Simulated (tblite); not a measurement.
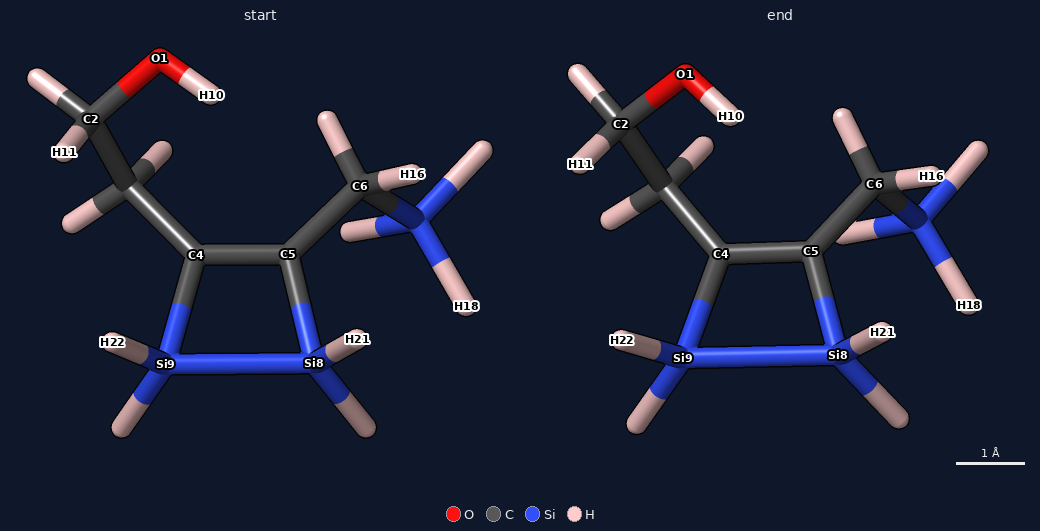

The structure of C$_{5}$H$_{14}$OSi$_{3}$ before (left) and after (right) a relaxation, at one scale.

The picture is a stick view, seen at a tilt.

Method: GFN2-xTB geometry optimisation, gas phase in tblite 0.8.0. 

What changed between the two?

The largest move after the best rigid fit is that of an H atom, 0.44 Å. By element the largest moves are H 0.44 Å, O 0.33 Å, Si 0.27 Å, C 0.26 Å. Some distances before and after: Si–Si 2.219 → 2.328 Å, C–C 1.589 → 1.486 Å, C–Si 1.944 → 1.902 Å, C–Si 1.876 → 1.909 Å. Bond angles that change, for instance: H–Si–H 115.2° → 105.8°, C–C–Si 116.0° → 110.9°, C–Si–H 109.7° → 114.6°. After 112 geometry steps the energy has fallen by 56.0 kJ/mol.
